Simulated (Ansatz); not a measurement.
# BH5O3Si + H2: a complex and its separated parts, part 1 of 2

The complex below is one end of an elementary step. How strongly is it bound against its free parts?

Computed with Ansatz 0.2.0, Gaussian basis. Level: PBE0-D4/def2-TZVP structures, single points in def2-TZVPP, no counterpoise correction.

Levels: SPW92, PBE-D4, BLYP-D4, r2SCAN-D4, B97M-V, PBE0-D4, B3LYP-D4, r2SCAN0-D4, BHLYP-D4, CAM-B3LYP-D4, wB97X-V, wB97M-V, B2PLYP, PBE-QIDH, RPA on PBE, Hartree-Fock, MP2, CCSD, CCSD(T).

Cores are frozen in the correlated methods. B3LYP uses VWN-RPA correlation. B2PLYP carries no dispersion term here.

94 further runs of the same task are left out: 94 set aside as unsound or not needed. Runs told in other sessions of the task aren't counted.

## 1. Starting geometry

The complex: 12 atoms, charge 0, spin multiplicity 1.

Atoms are counted from 1 here; the program's logs count them from 0.

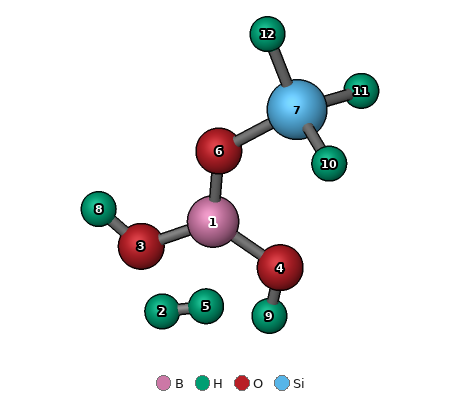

Start geometry, drawn with boron pink, hydrogen teal, oxygen red, silicon blue; atoms are numbered from 1 in the order of the file.

Geometry (Å):

```tsv
atom	x (Å)	y (Å)	z (Å)
B1	0.8221	0.0076	0.6241
H2	1.1466	1.1985	-2.2245
O3	1.8444	0.8366	0.9894
O4	1.0950	-1.2642	0.2117
H5	0.7382	0.5951	-2.3869
O6	-0.4742	0.4324	0.6697
Si7	-1.8657	-0.3532	0.2504
H8	1.5282	1.7013	1.2593
H9	2.0349	-1.4578	0.2127
H10	-1.8327	-0.7475	-1.1804
H11	-2.0656	-1.5561	1.0963
H12	-2.9714	0.6074	0.4779
```

Its parts: BH5O3Si holds atoms 1, 3, 4, 6, 7, 8, 9, 10, 11, 12; H2 holds atoms 2, 5. Each part counts its atoms afresh in its own runs.

## 2. Relaxing BH5O3Si alone

relax-a/in.yaml

```yaml
crystal:
  periodic: [false, false, false]
  atoms:
    - {symbol: B, position_ang: [0.822122, 0.007616, 0.624136]}
    - {symbol: O, position_ang: [1.844434, 0.836562, 0.989359]}
    - {symbol: O, position_ang: [1.095022, -1.264190, 0.211699]}
    - {symbol: O, position_ang: [-0.474225, 0.432377, 0.669745]}
    - {symbol: Si, position_ang: [-1.865653, -0.353177, 0.250387]}
    - {symbol: H, position_ang: [1.528179, 1.701316, 1.259296]}
    - {symbol: H, position_ang: [2.034894, -1.457837, 0.212729]}
    - {symbol: H, position_ang: [-1.832658, -0.747465, -1.180431]}
    - {symbol: H, position_ang: [-2.065584, -1.556057, 1.096309]}
    - {symbol: H, position_ang: [-2.971446, 0.607419, 0.477937]}
basis:
  gaussian: {orbitals: def2-TZVP}
hamiltonian: {xc: pbe0, dispersion: d4}
relax: {f_tol: 0.005, max_steps: 200}
```

The run is started by

```sh
ansatz run in.yaml --threads 8 --pin off --events-out ev --progress --plain --max-ram 19148MiB
```

The program printed, cut to the lines that bear on the results:

```text
Functional definition: PBE0
  name "PBE0"
  cite "Adamo & Barone, J. Chem. Phys. 110, 6158 (1999) doi:10.1063/1.478522"
  cite "Perdew, Burke & Ernzerhof, Phys. Rev. Lett. 77, 3865 (1996) doi:10.1103/PhysRevLett.77.3865"
  parent pbe
[...]
1110 factors; their error is unknown
[...]
mean field -14774.16515249 eV, -542.9405550653 hartree, gradient 3.3e-5 eV, S^2 0.000000; 0 other end points of the search recorded, 0 dependent functions left out
[...]
reference -14774.16518600 eV, -542.9405562967 hartree; 24, 24 occupied and 167, 167 virtual orbitals, 1110 factors
[...]
Atom 2 at     1.097858    -1.261161     0.202921 Å, force    -0.000283     0.000384     0.000058 eV/Å
Atom 3 at    -0.472726     0.437016     0.651774 Å, force    -0.000199     0.000297    -0.000441 eV/Å
Atom 4 at    -1.866797    -0.353033     0.247635 Å, force    -0.000234     0.000114    -0.000034 eV/Å
Atom 5 at     1.527982     1.697996     1.269975 Å, force    -0.000139     0.000109     0.000337 eV/Å
Atom 6 at     2.036775    -1.458772     0.218539 Å, force    -0.000156     0.000051     0.000102 eV/Å
Atom 7 at    -1.845604    -0.755054    -1.180797 Å, force    -0.000316    -0.000168    -0.000021 eV/Å
Atom 8 at    -2.057409    -1.550651     1.103131 Å, force     0.000377     0.000058     0.000074 eV/Å
Atom 9 at    -2.971373     0.607870     0.480023 Å, force    -0.000052    -0.000034     0.000025 eV/Å
Dipole moment:     0.099139     0.124141     0.051597 e Å
```

Run time: 7 s. Hardware: 8 threads of Intel Xeon 6975P-C, shared host.

Relaxation path: (the energy doesn't fall at every step)

```tsv
step	energy from step 1 (eV)	largest force component (eV/Å)
1	0.0000	0.0251
2	0.0000	0.0201
3	-0.0001	0.0079
4	-0.0001	0.0106
5	-0.0002	0.0110
6	0.0022	0.2316
7	-0.0002	0.0014
```

Close pairs (by a distance rule), those that changed most:

```tsv
bond	before (Å)	after (Å)	change (Å)
O4–Si5	1.652	1.653	+0.001
Si5–H8	1.485	1.484	-0.000
B1–O2	1.366	1.366	-0.000
Si5–H10	1.482	1.482	+0.000
B1–O4	1.365	1.365	-0.000
O2–H6	0.960	0.959	-0.000
B1–O3	1.365	1.365	+0.000
Si5–H9	1.484	1.484	+0.000
```

## 3. Relaxing H2 alone

relax-b/in.yaml

```yaml
crystal:
  periodic: [false, false, false]
  atoms:
    - {symbol: H, position_ang: [1.146646, 1.198488, -2.224487]}
    - {symbol: H, position_ang: [0.738169, 0.595150, -2.386877]}
basis:
  gaussian: {orbitals: def2-TZVP}
hamiltonian: {xc: pbe0, dispersion: d4}
relax: {f_tol: 0.005, max_steps: 200}
```

The run is started by

```sh
ansatz run in.yaml --threads 8 --pin off --events-out ev --progress --plain --max-ram 19148MiB
```

The program printed, cut to the lines that bear on the results:

```text
[... 5 set-up lines as earlier in the session ...]
[...]
88 factors; their error is unknown
[...]
mean field -31.78865018 eV, -1.1682113471 hartree, gradient 1.7e-5 eV, S^2 0.000000; 0 other end points of the search recorded, 0 dependent functions left out
[...]
reference -31.78866862 eV, -1.1682120245 hartree; 1, 1 occupied and 11, 11 virtual orbitals, 88 factors
Total energy: -31.79027516 eV, -1.1682710639 hartree
Atom 0 at     1.146548     1.198343    -2.224526 Å, force    -0.000188    -0.000278    -0.000075 eV/Å
Atom 1 at     0.738267     0.595295    -2.386838 Å, force     0.000188     0.000278     0.000075 eV/Å
Dipole moment:    -0.000000    -0.000000    -0.000000 e Å
```

Wall time 0.1 s (8 threads of Intel Xeon 6975P-C, shared host).

Step by step:

```tsv
step	energy from step 1 (eV)	largest force component (eV/Å)
1	0.0000	0.0108
2	0.0000	0.0003
```

The bond:

```tsv
bond	before (Å)	after (Å)	change (Å)
H1–H2	0.746	0.746	-0.000
```

## 4. SPW92/def2-TZVPP

parta/in.yaml

```yaml
crystal:
  periodic: [false, false, false]
  atoms:
    - {symbol: B, position_ang: [0.822842, 0.008794, 0.619656]}
    - {symbol: O, position_ang: [1.843537, 0.833560, 0.998309]}
    - {symbol: O, position_ang: [1.097858, -1.261161, 0.202921]}
    - {symbol: O, position_ang: [-0.472726, 0.437016, 0.651774]}
    - {symbol: Si, position_ang: [-1.866797, -0.353033, 0.247635]}
    - {symbol: H, position_ang: [1.527982, 1.697996, 1.269975]}
    - {symbol: H, position_ang: [2.036775, -1.458772, 0.218539]}
    - {symbol: H, position_ang: [-1.845604, -0.755054, -1.180797]}
    - {symbol: H, position_ang: [-2.057409, -1.550651, 1.103131]}
    - {symbol: H, position_ang: [-2.971373, 0.607870, 0.480023]}
basis:
  gaussian: {orbitals: def2-TZVPP}
hamiltonian: {xc: lda}
```

partb/in.yaml

```yaml
crystal:
  periodic: [false, false, false]
  atoms:
    - {symbol: H, position_ang: [1.146548, 1.198343, -2.224526]}
    - {symbol: H, position_ang: [0.738267, 0.595295, -2.386838]}
basis:
  gaussian: {orbitals: def2-TZVPP}
hamiltonian: {xc: lda}
```

Each run has its own folder and the same command.

The run is started by

```sh
ansatz run in.yaml --threads 8 --pin off --events-out ev --progress --plain --max-ram 19148MiB
```

parta printed, cut to the lines that bear on the results:

```text
Functional definition: SPW92
  name "SPW92"
  cite "Dirac, Proc. Camb. Phil. Soc. 26, 376 (1930) doi:10.1017/S0305004100016108"
  cite "Slater, Phys. Rev. 81, 385 (1951) doi:10.1103/PhysRev.81.385"
  cite "Perdew & Wang, Phys. Rev. B 45, 13244 (1992) doi:10.1103/PhysRevB.45.13244"
[...]
1205 factors; their error is unknown
[...]
mean field -14701.51268494 eV, -540.2706261282 hartree, gradient 3.4e-5 eV, S^2 0.000000; 0 other end points of the search recorded, 0 dependent functions left out
reference -14701.51272699 eV, -540.2706276737 hartree; 24, 24 occupied and 212, 212 virtual orbitals, 1205 factors
Total energy: -14701.51272699 eV, -540.2706276737 hartree
```

Log of partb, cut to the lines that bear on the results:

```text
[... 5 set-up lines as earlier in the session ...]
[...]
118 factors; their error is unknown
[...]
mean field -30.93527076 eV, -1.1368502318 hartree, gradient 4.4e-5 eV, S^2 0.000000; 0 other end points of the search recorded, 0 dependent functions left out
reference -30.93529144 eV, -1.1368509917 hartree; 1, 1 occupied and 27, 27 virtual orbitals, 118 factors
Total energy: -30.93529144 eV, -1.1368509917 hartree
```

They took 0.45 s (parta), 0.05 s (partb) on 8 threads of Intel Xeon 6975P-C, shared host.

## 5. PBE-D4/def2-TZVPP

The same edit goes into each in.yaml of step 4 (parta, partb):

```diff
-hamiltonian: {xc: lda}
+hamiltonian: {xc: pbe, dispersion: d4}
```

One command serves all of them, each in its own folder.

The run is started by

```sh
ansatz run in.yaml --threads 8 --pin off --events-out ev --progress --plain --max-ram 19148MiB
```

Output in parta, cut to the lines that bear on the results:

```text
Functional definition: PBE
  name "PBE"
[... 2 set-up lines as earlier in the session ...]
[...]
1205 factors; their error is unknown
[...]
mean field -14773.19097367 eV, -542.9047546537 hartree, gradient 4.9e-5 eV, S^2 0.000000; 0 other end points of the search recorded, 0 dependent functions left out
reference -14773.19101886 eV, -542.9047563147 hartree; 24, 24 occupied and 212, 212 virtual orbitals, 1205 factors
Total energy: -14773.37190008 eV, -542.9114035768 hartree
```

Log of partb, cut to the lines that bear on the results:

```text
[... 4 set-up lines as earlier in the session ...]
[...]
118 factors; their error is unknown
[...]
mean field -31.73221603 eV, -1.1661374301 hartree, gradient 3.1e-5 eV, S^2 0.000000; 0 other end points of the search recorded, 0 dependent functions left out
reference -31.73223770 eV, -1.1661382267 hartree; 1, 1 occupied and 27, 27 virtual orbitals, 118 factors
Total energy: -31.73425691 eV, -1.1662124313 hartree
```

They took 0.6 s (parta), 0.05 s (partb) on 8 threads of Intel Xeon 6975P-C, shared host.

## 6. BLYP-D4/def2-TZVPP

Each input of step 5 (parta, partb) changes in the same lines:

```diff
-hamiltonian: {xc: pbe, dispersion: d4}
+hamiltonian: {xc: {name: BLYP}, dispersion: d4}
```

The same command starts each run, in its folder.

The run is started by

```sh
ansatz run in.yaml --threads 8 --pin off --events-out ev --progress --plain --max-ram 19148MiB
```

Output in parta, cut to the lines that bear on the results:

```text
Functional definition: BLYP
  name "BLYP"
  cite "Becke, Phys. Rev. A 38, 3098 (1988) doi:10.1103/PhysRevA.38.3098"
  cite "Lee, Yang & Parr, Phys. Rev. B 37, 785 (1988) doi:10.1103/PhysRevB.37.785"
[...]
1205 factors; their error is unknown
[...]
mean field -14783.67691459 eV, -543.2901058750 hartree, gradient 4.5e-5 eV, S^2 0.000000; 0 other end points of the search recorded, 0 dependent functions left out
reference -14783.67727799 eV, -543.2901192298 hartree; 24, 24 occupied and 212, 212 virtual orbitals, 1205 factors
Total energy: -14784.07942328 eV, -543.3048977967 hartree
```

Log of partb, cut to the lines that bear on the results:

```text
[... 4 set-up lines as earlier in the session ...]
[...]
118 factors; their error is unknown
[...]
mean field -31.82604582 eV, -1.1695856113 hartree, gradient 8.3e-5 eV, S^2 0.000000; 0 other end points of the search recorded, 0 dependent functions left out
reference -31.82623824 eV, -1.1695926826 hartree; 1, 1 occupied and 27, 27 virtual orbitals, 118 factors
Total energy: -31.83113610 eV, -1.1697726757 hartree
```

Times: 0.6 s (parta), 0.05 s (partb) on 8 threads of Intel Xeon 6975P-C, shared host.

## 7. r2SCAN-D4/def2-TZVPP

The same edit goes into each in.yaml of step 6 (parta, partb):

```diff
-hamiltonian: {xc: {name: BLYP}, dispersion: d4}
+hamiltonian: {xc: r2scan, dispersion: d4}
```

Each run has its own folder and the same command.

The run is started by

```sh
ansatz run in.yaml --threads 8 --pin off --events-out ev --progress --plain --max-ram 19148MiB
```

Output in parta, cut to the lines that bear on the results:

```text
Functional definition: r2SCAN
  name "r2SCAN"
  cite "Furness, Kaplan, Ning, Perdew & Sun, J. Phys. Chem. Lett. 11, 8208 (2020) doi:10.1021/acs.jpclett.0c02405"
  cite "Furness, Kaplan, Ning, Perdew & Sun, J. Phys. Chem. Lett. 11, 9248 (2020) doi:10.1021/acs.jpclett.0c03077"
  parent r2scan
[...]
1205 factors; their error is unknown
[...]
mean field -14781.03606811 eV, -543.1930565568 hartree, gradient 2.2e-5 eV, S^2 0.000000; 0 other end points of the search recorded, 0 dependent functions left out
reference -14781.03608192 eV, -543.1930570644 hartree; 24, 24 occupied and 212, 212 virtual orbitals, 1205 factors
Total energy: -14781.08091203 eV, -543.1947045404 hartree
```

Output in partb, cut to the lines that bear on the results:

```text
[... 5 set-up lines as earlier in the session ...]
[...]
118 factors; their error is unknown
[...]
mean field -31.87205520 eV, -1.1712764249 hartree, gradient 4.1e-5 eV, S^2 0.000000; 0 other end points of the search recorded, 0 dependent functions left out
reference -31.87206182 eV, -1.1712766681 hartree; 1, 1 occupied and 27, 27 virtual orbitals, 118 factors
Total energy: -31.87256320 eV, -1.1712950934 hartree
```

Wall times: 1 s (parta), 0.15 s (partb) on 8 threads of Intel Xeon 6975P-C, shared host.

## 8. B97M-V/def2-TZVPP

Each input of step 7 (parta, partb) changes in the same lines:

```diff
-hamiltonian: {xc: r2scan, dispersion: d4}
+hamiltonian: {xc: {name: B97M-V}}
```

The same command starts each run, in its folder.

The run is started by

```sh
ansatz run in.yaml --threads 8 --pin off --events-out ev --progress --plain --max-ram 19148MiB
```

Output in parta, cut to the lines that bear on the results:

```text
Functional definition: B97M-V
  name "B97M-V"
  cite "Mardirossian & Head-Gordon, J. Chem. Phys. 142, 074111 (2015) doi:10.1063/1.4907719"
  cite "Becke, J. Chem. Phys. 107, 8554 (1997) doi:10.1063/1.475007"
  cite "Vydrov & Van Voorhis, J. Chem. Phys. 133, 244103 (2010) doi:10.1063/1.3521275"
  # Of w^i u^j: cxij and so on, Table III.
[...]
  gx(w, u) = cx00 + cx01*u + cx02*u^2 + (cx10 + cx11*u)*w
[...]
  gos(w, u) = cos00 + cos01*u + cos03*u^3 + cos10*w + cos32*w^3*u^2
[...]
      + integral(e_c_pw_mod_opposite_spin*gos(b97_w_opposite, b97_u_opposite)) + vv10(b, c)
1205 factors; their error is unknown
[...]
mean field -14781.62450458 eV, -543.2146811985 hartree, gradient 4.4e-5 eV, S^2 0.000000; 0 other end points of the search recorded, 0 dependent functions left out
reference -14781.62457211 eV, -543.2146836800 hartree; 24, 24 occupied and 212, 212 virtual orbitals, 1205 factors
Total energy: -14781.62457211 eV, -543.2146836800 hartree
```

Log of partb, cut to the lines that bear on the results:

```text
[... 5 set-up lines as earlier in the session ...]
  # Of w^i u^j: cxij and so on, Table III.
[...]
  gx(w, u) = cx00 + cx01*u + cx02*u^2 + (cx10 + cx11*u)*w
  gss(w, u) = css00 + css02*u^2 + css10*w + (css32*w^3 + css42*w^4)*u^2
  gos(w, u) = cos00 + cos01*u + cos03*u^3 + cos10*w + cos32*w^3*u^2
[...]
      + integral(e_c_pw_mod_opposite_spin*gos(b97_w_opposite, b97_u_opposite)) + vv10(b, c)
118 factors; their error is unknown
[...]
mean field -31.90530546 eV, -1.1724983493 hartree, gradient 8.2e-6 eV, S^2 0.000000; 0 other end points of the search recorded, 0 dependent functions left out
reference -31.90533514 eV, -1.1724994401 hartree; 1, 1 occupied and 27, 27 virtual orbitals, 118 factors
Total energy: -31.90533514 eV, -1.1724994401 hartree
```

Times: 1.7 s (parta), 0.1 s (partb) on 8 threads of Intel Xeon 6975P-C, shared host.

## 9. PBE0-D4/def2-TZVPP

The same edit goes into each in.yaml of step 8 (parta, partb):

```diff
-hamiltonian: {xc: {name: B97M-V}}
+hamiltonian: {xc: pbe0, dispersion: d4}
+output: {orbitals: {seedname: orbitals}}
```

One command serves all of them, each in its own folder.

The run is started by

```sh
ansatz run in.yaml --threads 8 --pin off --events-out ev --progress --plain --max-ram 19148MiB
```

Log of parta, cut to the lines that bear on the results:

```text
[... 5 set-up lines as earlier in the session ...]
[...]
1208 factors; their error is unknown
[...]
mean field -14774.25575665 eV, -542.9438847066 hartree, gradient 4.3e-5 eV, S^2 0.000000; 0 other end points of the search recorded, 0 dependent functions left out
reference -14774.25579016 eV, -542.9438859381 hartree; 24, 24 occupied and 212, 212 virtual orbitals, 1208 factors
Total energy: -14774.40804563 eV, -542.9494812235 hartree
```

Output in partb, cut to the lines that bear on the results:

```text
[... 5 set-up lines as earlier in the session ...]
[...]
118 factors; their error is unknown
[...]
mean field -31.79610857 eV, -1.1684854377 hartree, gradient 5.5e-5 eV, S^2 0.000000; 0 other end points of the search recorded, 0 dependent functions left out
reference -31.79612456 eV, -1.1684860253 hartree; 1, 1 occupied and 27, 27 virtual orbitals, 118 factors
Total energy: -31.79773110 eV, -1.1685450647 hartree
```

They took 0.8 s (parta), 0.05 s (partb) on 8 threads of Intel Xeon 6975P-C, shared host.

## 10. B3LYP-D4/def2-TZVPP

The same edit goes into each in.yaml of step 9 (parta, partb):

```diff
-hamiltonian: {xc: pbe0, dispersion: d4}
-output: {orbitals: {seedname: orbitals}}
+hamiltonian: {xc: {name: B3LYP}, dispersion: d4}
```

The same command starts each run, in its folder.

The run is started by

```sh
ansatz run in.yaml --threads 8 --pin off --events-out ev --progress --plain --max-ram 19148MiB
```

Log of parta, cut to the lines that bear on the results:

```text
Functional definition: B3LYP
  name "B3LYP"
  cite "Stephens, Devlin, Chabalowski & Frisch, J. Phys. Chem. 98, 11623 (1994) doi:10.1021/j100096a001"
[... 2 set-up lines as earlier in the session ...]
  cite "Vosko, Wilk & Nusair, Can. J. Phys. 58, 1200 (1980) doi:10.1139/p80-159"
[...]
1208 factors; their error is unknown
[...]
mean field -14786.04848442 eV, -543.3772594589 hartree, gradient 4.8e-5 eV, S^2 0.000000; 0 other end points of the search recorded, 0 dependent functions left out
reference -14786.04875495 eV, -543.3772694005 hartree; 24, 24 occupied and 212, 212 virtual orbitals, 1208 factors
Total energy: -14786.33983844 eV, -543.3879665215 hartree
```

Output in partb, cut to the lines that bear on the results:

```text
[... 6 set-up lines as earlier in the session ...]
[...]
118 factors; their error is unknown
[...]
mean field -32.10923190 eV, -1.1799925080 hartree, gradient 4.5e-5 eV, S^2 0.000000; 0 other end points of the search recorded, 0 dependent functions left out
reference -32.10937400 eV, -1.1799977301 hartree; 1, 1 occupied and 27, 27 virtual orbitals, 118 factors
Total energy: -32.11252507 eV, -1.1801135296 hartree
```

Wall times: 0.7 s (parta), 0.1 s (partb) on 8 threads of Intel Xeon 6975P-C, shared host.

## 11. r2SCAN0-D4/def2-TZVPP

Each input of step 10 (parta, partb) changes in the same lines:

```diff
-hamiltonian: {xc: {name: B3LYP}, dispersion: d4}
+hamiltonian: {xc: {name: r2SCAN0}, dispersion: d4}
```

Each run has its own folder and the same command.

The run is started by

```sh
ansatz run in.yaml --threads 8 --pin off --events-out ev --progress --plain --max-ram 19148MiB
```

Log of parta, cut to the lines that bear on the results:

```text
Functional definition: r2SCAN0
  name "r2SCAN0"
  cite "Bursch, Neugebauer, Ehlert & Grimme, J. Chem. Phys. 156, 134105 (2022) doi:10.1063/5.0086040"
[... 3 set-up lines as earlier in the session ...]
[...]
1208 factors; their error is unknown
[...]
mean field -14780.04277683 eV, -543.1565537757 hartree, gradient 5.0e-5 eV, S^2 0.000000; 0 other end points of the search recorded, 0 dependent functions left out
reference -14780.04278771 eV, -543.1565541755 hartree; 24, 24 occupied and 212, 212 virtual orbitals, 1208 factors
Total energy: -14780.09511194 eV, -543.1584770556 hartree
```

Output in partb, cut to the lines that bear on the results:

```text
[... 6 set-up lines as earlier in the session ...]
[...]
118 factors; their error is unknown
[...]
mean field -31.85187760 eV, -1.1705349117 hartree, gradient 1.4e-5 eV, S^2 0.000000; 0 other end points of the search recorded, 0 dependent functions left out
reference -31.85188272 eV, -1.1705351000 hartree; 1, 1 occupied and 27, 27 virtual orbitals, 118 factors
Total energy: -31.85242409 eV, -1.1705549951 hartree
```

They took 1 s (parta), 0.15 s (partb) on 8 threads of Intel Xeon 6975P-C, shared host.

## 12. BHLYP-D4/def2-TZVPP

Each input of step 11 (parta, partb) changes in the same lines:

```diff
-hamiltonian: {xc: {name: r2SCAN0}, dispersion: d4}
+hamiltonian: {xc: {name: BHLYP}, dispersion: d4}
```

Each run has its own folder and the same command.

The run is started by

```sh
ansatz run in.yaml --threads 8 --pin off --events-out ev --progress --plain --max-ram 19148MiB
```

Output in parta, cut to the lines that bear on the results:

```text
Functional definition: BHLYP
  name "BHLYP"
  cite "Becke, J. Chem. Phys. 98, 1372 (1993) doi:10.1063/1.464304"
[... 2 set-up lines as earlier in the session ...]
[...]
1345 factors; their error is unknown
[...]
mean field -14782.12787266 eV, -543.2331796339 hartree, gradient 6.1e-5 eV, S^2 0.000000; 0 other end points of the search recorded, 0 dependent functions left out
reference -14782.12805379 eV, -543.2331862906 hartree; 24, 24 occupied and 212, 212 virtual orbitals, 1345 factors
Total energy: -14782.34282265 eV, -543.2410789007 hartree
```

Log of partb, cut to the lines that bear on the results:

```text
[... 5 set-up lines as earlier in the session ...]
[...]
118 factors; their error is unknown
[...]
mean field -31.83806627 eV, -1.1700273549 hartree, gradient 5.6e-5 eV, S^2 0.000000; 0 other end points of the search recorded, 0 dependent functions left out
reference -31.83816183 eV, -1.1700308667 hartree; 1, 1 occupied and 27, 27 virtual orbitals, 118 factors
Total energy: -31.83990541 eV, -1.1700949420 hartree
```

They took 0.85 s (parta), 0.05 s (partb) on 8 threads of Intel Xeon 6975P-C, shared host.

(Continued in part 2 of 2.)
